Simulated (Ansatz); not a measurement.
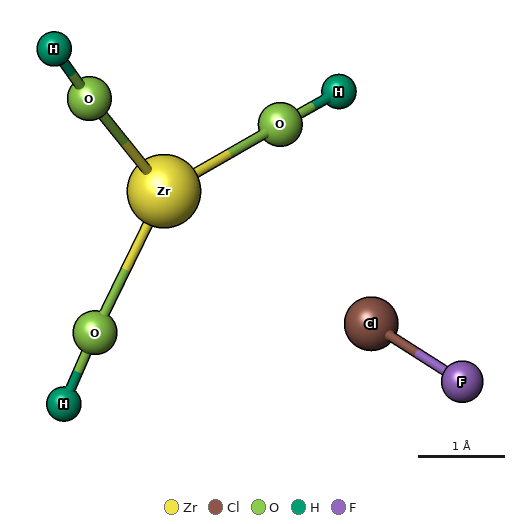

Figure 1. The input geometry (ball-and-stick view, seen at a tilt). Sticks mark near contacts.

Geometry relaxation of ZrH3ClO3F (part 1 of 2)

The run: geometry relaxation of ZrH3ClO3F, multiplicity 2. Method and program: UKS PBE/def2-SVP (Ansatz 0.2.0).

It belongs to a series of runs on one base structure; here: end point B relaxed.

Log
```
The last accepted step is kept in [file] (removed where the run ends without a failure and the disk answers)
Engine: ansatz 0.2.0, x86_64-unknown-linux-gnu
Functional definition: PBE
  parameter kappa = 0.804
  parameter beta = 0.06672455060314922
  exchange = pbe_x(kappa = kappa, mu = beta*pi^2/3)
  correlation = pbe_c(beta = beta)
1224 factors; their error is unknown
mean field evaluation 1: about -22669.0844 eV, gradient 7.3e1 eV
mean field evaluation 2: about -22421.8631 eV, gradient 2.2e2 eV
mean field evaluation 4: about -22686.3659 eV, gradient 1.9e1 eV
mean field evaluation 8: about -22687.6483 eV, gradient 5.5e-1 eV
mean field evaluation 16: about -22687.6071 eV, gradient 8.3e-4 eV
mean field -22687.60708309 eV, -833.7541820911 hartree, gradient 3.5e-5 eV, S^2 0.751799; 1 other end points of the search recorded, 0 dependent functions left out
the calculation of the forces begins
reference -22687.60716630 eV, -833.7541851492 hartree; 33, 32 occupied and 87, 88 virtual orbitals, 1224 factors
relax step   1: F+E_penalty+E_count = -22687.60708309 eV  Δ(F+E_penalty+E_count) = +0.000e0 eV  max|allowed force component| = 4.050e0 eV/Å  Δτ_max = 0.0000 Å  (49 SCF iters, accepted)
these checks for a lower state are left out or cut short: starts, cluster_reference, orbital_swaps, neighbouring_geometries, increment
1224 factors; their error is unknown
mean field evaluation 32: about -22687.9740 eV, gradient 1.4e-5 eV
mean field -22687.97401019 eV, -833.7676664133 hartree, gradient 1.9e-5 eV, S^2 0.752041; 0 other end points of the search recorded, 0 dependent functions left out
[... from here on the field's lines of each further geometry are left out, up to the last ...]
relax step   2: F+E_penalty+E_count = -22687.97401019 eV  Δ(F+E_penalty+E_count) = -3.669e-1 eV  max|allowed force component| = 3.821e0 eV/Å  Δτ_max = 0.1945 Å  (37 SCF iters, accepted)
relax step   3: F+E_penalty+E_count = -22688.48253107 eV  Δ(F+E_penalty+E_count) = -5.085e-1 eV  max|allowed force component| = 4.261e0 eV/Å  Δτ_max = 0.1944 Å  (38 SCF iters, accepted)
relax step   4: F+E_penalty+E_count = -22689.14135275 eV  Δ(F+E_penalty+E_count) = -6.588e-1 eV  max|allowed force component| = 4.303e0 eV/Å  Δτ_max = 0.1942 Å  (38 SCF iters, accepted)
relax step   5: F+E_penalty+E_count = -22689.83307892 eV  Δ(F+E_penalty+E_count) = -6.917e-1 eV  max|allowed force component| = 6.568e-1 eV/Å  Δτ_max = 0.1948 Å  (38 SCF iters, accepted)
relax step   6: F+E_penalty+E_count = -22689.91499902 eV  Δ(F+E_penalty+E_count) = -8.192e-2 eV  max|allowed force component| = 3.608e-1 eV/Å  Δτ_max = 0.2000 Å  (37 SCF iters, accepted)
relax step   7: F+E_penalty+E_count = -22689.94649437 eV  Δ(F+E_penalty+E_count) = -3.150e-2 eV  max|allowed force component| = 1.534e-1 eV/Å  Δτ_max = 0.2000 Å  (41 SCF iters, accepted)
relax step   8: F+E_penalty+E_count = -22689.96953350 eV  Δ(F+E_penalty+E_count) = -2.304e-2 eV  max|allowed force component| = 3.327e-1 eV/Å  Δτ_max = 0.1998 Å  (40 SCF iters, accepted)
relax step   9: F+E_penalty+E_count = -22690.00049439 eV  Δ(F+E_penalty+E_count) = -3.096e-2 eV  max|allowed force component| = 3.483e-1 eV/Å  Δτ_max = 0.1695 Å  (38 SCF iters, accepted)
relax step  10: F+E_penalty+E_count = -22690.05953944 eV  Δ(F+E_penalty+E_count) = -5.905e-2 eV  max|allowed force component| = 2.105e-1 eV/Å  Δτ_max = 0.1978 Å  (36 SCF iters, accepted)
relax step  11: F+E_penalty+E_count = -22690.10626482 eV  Δ(F+E_penalty+E_count) = -4.673e-2 eV  max|allowed force component| = 1.357e-1 eV/Å  Δτ_max = 0.1948 Å  (35 SCF iters, accepted)
relax step  12: F+E_penalty+E_count = -22690.14929629 eV  Δ(F+E_penalty+E_count) = -4.303e-2 eV  max|allowed force component| = 1.462e-1 eV/Å  Δτ_max = 0.1917 Å  (36 SCF iters, accepted)
relax step  13: F+E_penalty+E_count = -22690.19561932 eV  Δ(F+E_penalty+E_count) = -4.632e-2 eV  max|allowed force component| = 1.842e-1 eV/Å  Δτ_max = 0.1950 Å  (36 SCF iters, accepted)
relax step  14: F+E_penalty+E_count = -22690.24936090 eV  Δ(F+E_penalty+E_count) = -5.374e-2 eV  max|allowed force component| = 2.461e-1 eV/Å  Δτ_max = 0.1950 Å  (36 SCF iters, accepted)
relax step  15: F+E_penalty+E_count = -22690.31926026 eV  Δ(F+E_penalty+E_count) = -6.990e-2 eV  max|allowed force component| = 3.412e-1 eV/Å  Δτ_max = 0.1950 Å  (36 SCF iters, accepted)
relax step  16: F+E_penalty+E_count = -22690.41975409 eV  Δ(F+E_penalty+E_count) = -1.005e-1 eV  max|allowed force component| = 4.896e-1 eV/Å  Δτ_max = 0.1950 Å  (36 SCF iters, accepted)
relax step  17: F+E_penalty+E_count = -22690.57255102 eV  Δ(F+E_penalty+E_count) = -1.528e-1 eV  max|allowed force component| = 7.084e-1 eV/Å  Δτ_max = 0.1950 Å  (36 SCF iters, accepted)
relax step  18: F+E_penalty+E_count = -22690.80005029 eV  Δ(F+E_penalty+E_count) = -2.275e-1 eV  max|allowed force component| = 9.762e-1 eV/Å  Δτ_max = 0.1954 Å  (36 SCF iters, accepted)
relax step  19: F+E_penalty+E_count = -22691.10405103 eV  Δ(F+E_penalty+E_count) = -3.040e-1 eV  max|allowed force component| = 1.166e0 eV/Å  Δτ_max = 0.1950 Å  (36 SCF iters, accepted)
relax step  20: F+E_penalty+E_count = -22691.43114906 eV  Δ(F+E_penalty+E_count) = -3.271e-1 eV  max|allowed force component| = 9.040e-1 eV/Å  Δτ_max = 0.1950 Å  (41 SCF iters, accepted)
relax step  21: F+E_penalty+E_count = -22691.57778676 eV  Δ(F+E_penalty+E_count) = -1.466e-1 eV  max|allowed force component| = 6.736e-1 eV/Å  Δτ_max = 0.1949 Å  (46 SCF iters, accepted)
relax step  22: F+E_penalty+E_count = -22691.63394209 eV  Δ(F+E_penalty+E_count) = -5.616e-2 eV  max|allowed force component| = 4.623e-1 eV/Å  Δτ_max = 0.1920 Å  (42 SCF iters, accepted)
relax step  23: F+E_penalty+E_count = -22691.67427663 eV  Δ(F+E_penalty+E_count) = -4.033e-2 eV  max|allowed force component| = 1.386e-1 eV/Å  Δτ_max = 0.1997 Å  (45 SCF iters, accepted)
relax step  24: F+E_penalty+E_count = -22691.69593325 eV  Δ(F+E_penalty+E_count) = -2.166e-2 eV  max|allowed force component| = 4.041e-1 eV/Å  Δτ_max = 0.1948 Å  (46 SCF iters, accepted)
relax step  25: F+E_penalty+E_count = -22691.70536373 eV  Δ(F+E_penalty+E_count) = -9.430e-3 eV  max|allowed force component| = 3.017e-1 eV/Å  Δτ_max = 0.0878 Å  (42 SCF iters, accepted)
relax step  26: F+E_penalty+E_count = -22691.71026583 eV  Δ(F+E_penalty+E_count) = -4.902e-3 eV  max|allowed force component| = 1.729e-1 eV/Å  Δτ_max = 0.0597 Å  (45 SCF iters, accepted)
relax step  27: F+E_penalty+E_count = -22691.71556925 eV  Δ(F+E_penalty+E_count) = -5.303e-3 eV  max|allowed force component| = 1.259e-1 eV/Å  Δτ_max = 0.0647 Å  (46 SCF iters, accepted)
relax step  28: F+E_penalty+E_count = -22691.73935767 eV  Δ(F+E_penalty+E_count) = -2.379e-2 eV  max|allowed force component| = 4.966e-1 eV/Å  Δτ_max = 0.1953 Å  (63 SCF iters, accepted)
relax step  29: F+E_penalty+E_count = -22691.82152873 eV  Δ(F+E_penalty+E_count) = -8.217e-2 eV  max|allowed force component| = 6.766e-1 eV/Å  Δτ_max = 0.1949 Å  (67 SCF iters, accepted)
relax step  30: F+E_penalty+E_count = -22691.98353368 eV  Δ(F+E_penalty+E_count) = -1.620e-1 eV  max|allowed force component| = 5.959e-1 eV/Å  Δτ_max = 0.1958 Å  (52 SCF iters, accepted)
relax step  31: F+E_penalty+E_count = -22692.05797830 eV  Δ(F+E_penalty+E_count) = -7.444e-2 eV  max|allowed force component| = 8.958e-1 eV/Å  Δτ_max = 0.1971 Å  (41 SCF iters, accepted)
relax step  32: F+E_penalty+E_count = -22692.08709786 eV  Δ(F+E_penalty+E_count) = -2.912e-2 eV  max|allowed force component| = 4.625e-1 eV/Å  Δτ_max = 0.1054 Å  (36 SCF iters, accepted)
relax step  33: F+E_penalty+E_count = -22692.05137889 eV  Δ(F+E_penalty+E_count) = +3.572e-2 eV  max|allowed force component| = 9.603e-1 eV/Å  Δτ_max = 0.1678 Å  (40 SCF iters, rejected (line search))
relax step  34: F+E_penalty+E_count = -22692.10926476 eV  Δ(F+E_penalty+E_count) = -2.217e-2 eV  max|allowed force component| = 9.453e-2 eV/Å  Δτ_max = 0.0566 Å  (34 SCF iters, accepted)
relax step  35: F+E_penalty+E_count = -22692.12866084 eV  Δ(F+E_penalty+E_count) = -1.940e-2 eV  max|allowed force component| = 1.044e-1 eV/Å  Δτ_max = 0.0998 Å  (35 SCF iters, accepted)
relax step  36: F+E_penalty+E_count = -22692.13950043 eV  Δ(F+E_penalty+E_count) = -1.084e-2 eV  max|allowed force component| = 7.386e-1 eV/Å  Δτ_max = 0.1468 Å  (39 SCF iters, accepted)
relax step  37: F+E_penalty+E_count = -22692.15805181 eV  Δ(F+E_penalty+E_count) = -1.855e-2 eV  max|allowed force component| = 2.530e-1 eV/Å  Δτ_max = 0.0660 Å  (34 SCF iters, accepted)
relax step  38: F+E_penalty+E_count = -22692.16423131 eV  Δ(F+E_penalty+E_count) = -6.179e-3 eV  max|allowed force component| = 1.893e-1 eV/Å  Δτ_max = 0.0964 Å  (34 SCF iters, accepted)
relax step  39: F+E_penalty+E_count = -22692.16899747 eV  Δ(F+E_penalty+E_count) = -4.766e-3 eV  max|allowed force component| = 2.174e-1 eV/Å  Δτ_max = 0.0673 Å  (35 SCF iters, accepted)
relax step  40: F+E_penalty+E_count = -22692.17176803 eV  Δ(F+E_penalty+E_count) = -2.771e-3 eV  max|allowed force component| = 3.959e-1 eV/Å  Δτ_max = 0.1443 Å  (36 SCF iters, accepted)
relax step  41: F+E_penalty+E_count = -22692.17759455 eV  Δ(F+E_penalty+E_count) = -5.827e-3 eV  max|allowed force component| = 1.133e-1 eV/Å  Δτ_max = 0.0484 Å  (34 SCF iters, accepted)
relax step  42: F+E_penalty+E_count = -22692.17913988 eV  Δ(F+E_penalty+E_count) = -1.545e-3 eV  max|allowed force component| = 1.298e-1 eV/Å  Δτ_max = 0.0763 Å  (34 SCF iters, accepted)
relax step  43: F+E_penalty+E_count = -22692.18020163 eV  Δ(F+E_penalty+E_count) = -1.062e-3 eV  max|allowed force component| = 4.499e-2 eV/Å  Δτ_max = 0.0565 Å  (34 SCF iters, accepted)
the calculation of the forces begins
reference -22692.18095653 eV, -833.9222688399 hartree; 33, 32 occupied and 87, 88 virtual orbitals, 1224 factors
relax step  44: F+E_penalty+E_count = -22692.18086891 eV  Δ(F+E_penalty+E_count) = -6.673e-4 eV  max|allowed force component| = 1.813e-2 eV/Å  Δτ_max = 0.0269 Å  (34 SCF iters, accepted)
1224 factors; their error is unknown
mean field evaluation 384: about -22689.6342 eV, gradient 1.3e1 eV
```

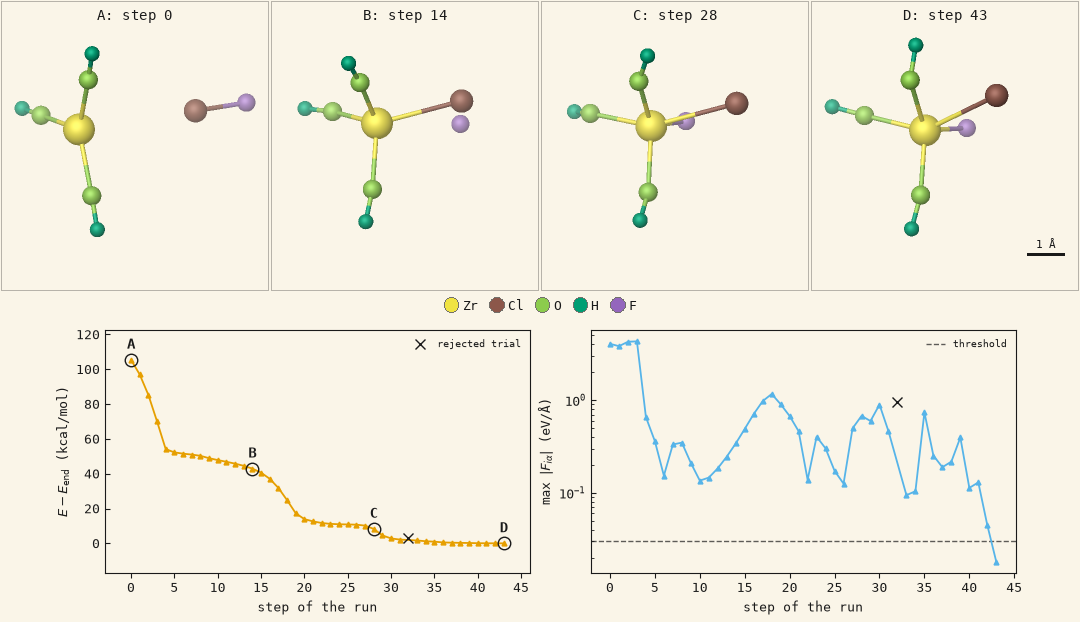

Figure 2. Frames of the relaxation (ball-and-stick view, seen at a tilt) above the curves, on which the letters mark them (the first geometry is step 0 here and step 1 in the log).

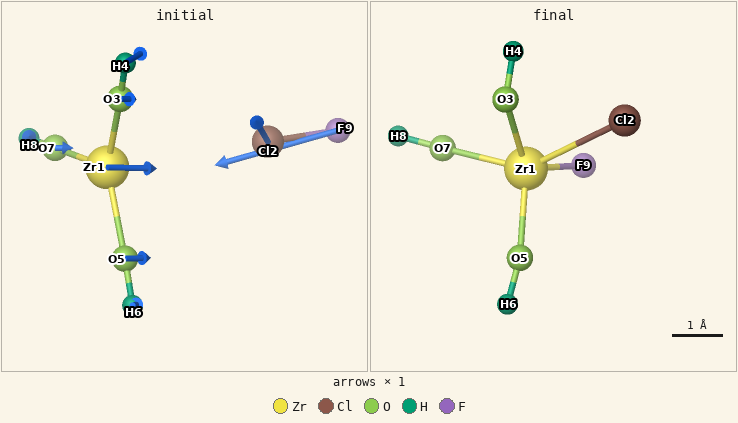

Figure 3. Before (left) and after (right) the relaxation, at one scale (ball-and-stick view, seen at a tilt). The blue arrows give the displacements, at true length. Over 43 geometry steps the energy falls by 105.5 kcal/mol. Largest force component: 4.1 eV/Å at the start, 0.018 eV/Å at the end. The line search rejected the trial step at point 32 (counted from 0) and went back. F9 moves most after the best rigid fit: 2.59 Å. By element the largest moves are F 2.59 Å, Cl 2.55 Å, Zr 1.21 Å, H 1.20 Å, O 0.71 Å. Among the contacts that change: Zr1–F9 5.323 → 1.927 Å, Cl2–F9 1.619 → 3.226 Å, Zr1–Cl2 3.704 → 2.635 Å, Zr1–O3 1.927 → 2.134 Å. New bonds form: Zr1–Cl2 (3.70 → 2.63 Å), Zr1–F9 (5.32 → 1.93 Å). Bonds break: Cl2–F9 (1.62 → 3.23 Å). Among the angles that change: Zr1–O3–H4 177.2° → 126.2°, O3–Zr1–O7 119.2° → 91.3°, Zr1–O5–H6 176.5° → 160.2°. (Atoms are counted from 1 in the order of the input.)

```
mean field -22692.18086891 eV, -833.9222656198 hartree, gradient 1.2e-5 eV, S^2 0.752636; 5 other end points of the search recorded, 0 dependent functions left out
the calculation of the forces begins
reference -22692.18095653 eV, -833.9222688399 hartree; 33, 32 occupied and 87, 88 virtual orbitals, 1224 factors
Total energy: -22692.18095653 eV, -833.9222688399 hartree
Atom 0 at    -0.313554    -0.106536     0.743511 Å, force    -0.012138    -0.013497     0.005894 eV/Å
Atom 1 at     1.878179     1.057849     1.628495 Å, force    -0.013442    -0.002852    -0.000197 eV/Å
Atom 2 at     1.524353    -0.369370    -0.309114 Å, force     0.013755    -0.001038     0.000240 eV/Å
Atom 3 at     2.268052    -0.945556    -0.038441 Å, force    -0.008622     0.003880    -0.005134 eV/Å
Atom 4 at    -1.266866     1.390541     0.009766 Å, force    -0.008955     0.010727    -0.006823 eV/Å
Atom 5 at    -1.990098     1.918510    -0.356369 Å, force     0.018101    -0.013192     0.007478 eV/Å
Atom 6 at    -1.045537    -1.706711    -0.046930 Å, force    -0.007462    -0.009764    -0.004119 eV/Å
Atom 7 at    -1.312363    -2.476811    -0.566957 Å, force     0.009015     0.018132     0.007106 eV/Å
Atom 8 at    -0.834165    -0.410416     2.573539 Å, force     0.009748     0.007603    -0.004445 eV/Å
Dipole moment:    -0.108534    -0.345160    -0.573375 e Å
```

Trajectory as extended XYZ (Å, eV, eV/Å), 23 of the 44 frames kept, from step=1 to step=44
```
9
Properties=species:S:1:pos:R:3:forces:R:3 step=1 energy=-22687.60708
Zr   -0.1442   -0.2398   -0.4585    0.0097   0.0144   0.4610
Cl   -0.0081    0.0481    3.2313   -0.1321  -0.3040  -4.0501
O     1.7619   -0.2934   -0.7337    0.0253  -0.0126   0.0221
H     2.7169   -0.3673   -0.8743   -0.0693   0.0173  -0.0057
O    -1.0865    1.4195   -0.7224   -0.0160  -0.0052   0.0245
H    -1.6105    2.2231   -0.8490    0.0359  -0.0300  -0.0127
O    -1.1332   -1.8916   -0.4137    0.0197   0.0418   0.0175
H    -1.6354   -2.7177   -0.3871    0.0077   0.0097  -0.0163
F     0.0470    0.1705    4.8449    0.1190   0.2686   3.5597
9
Properties=species:S:1:pos:R:3:forces:R:3 step=3 energy=-22688.48253
Zr   -0.1306   -0.2153   -0.1397    0.0435   0.0924   1.1019
Cl   -0.0149    0.0217    2.8434   -0.1176  -0.3090  -4.2608
O     1.7381   -0.2836   -0.6141   -0.1354  -0.0130   0.0167
H     2.6723   -0.3608   -0.8646   -0.1709   0.0189   0.0097
O    -1.0691    1.4043   -0.6051    0.0483  -0.1302   0.0083
H    -1.5863    2.1899   -0.8432    0.0973  -0.1380   0.0055
O    -1.1174   -1.8627   -0.3032    0.0656   0.1162  -0.0263
H    -1.6186   -2.6888   -0.3890    0.0816   0.1336  -0.0195
F     0.0345    0.1468    4.5530    0.0878   0.2292   3.1645
9
Properties=species:S:1:pos:R:3:forces:R:3 step=5 energy=-22689.83308
Zr   -0.1207   -0.1964    0.0953   -0.0282  -0.0502  -0.6147
Cl   -0.0220   -0.0044    2.4553    0.0365   0.0197  -0.0415
O     1.7002   -0.2785   -0.5456   -0.0980  -0.0152  -0.0124
H     2.6124   -0.3578   -0.8680   -0.2255   0.0213   0.0488
O    -1.0484    1.3741   -0.5393    0.0267  -0.0965  -0.0258
H    -1.5569    2.1405   -0.8495    0.1235  -0.1835   0.0419
O    -1.0962   -1.8259   -0.2460    0.0410   0.0760  -0.0586
H    -1.5922   -2.6446   -0.4060    0.1113   0.1842   0.0055
F     0.0319    0.1446    4.5413    0.0128   0.0442   0.6568
9
Properties=species:S:1:pos:R:3:forces:R:3 step=7 energy=-22689.94649
Zr   -0.0948   -0.1808    0.1459   -0.0274  -0.0112   0.0823
Cl    0.1840    0.1145    2.5487    0.0853   0.0435   0.0350
O     1.6562   -0.2856   -0.6237    0.0747  -0.0100   0.0119
H     2.5198   -0.3658   -1.0510   -0.0378   0.0049  -0.0145
O    -1.0293    1.3324   -0.5658   -0.0358   0.0428   0.0318
H    -1.5234    2.0640   -0.9590    0.0078  -0.0070  -0.0274
O    -1.0723   -1.7865   -0.2263   -0.0114  -0.0146   0.0733
H    -1.5643   -2.5888   -0.4444   -0.0084  -0.0144  -0.0390
F    -0.1679    0.0481    4.8130   -0.0470  -0.0339  -0.1534
```
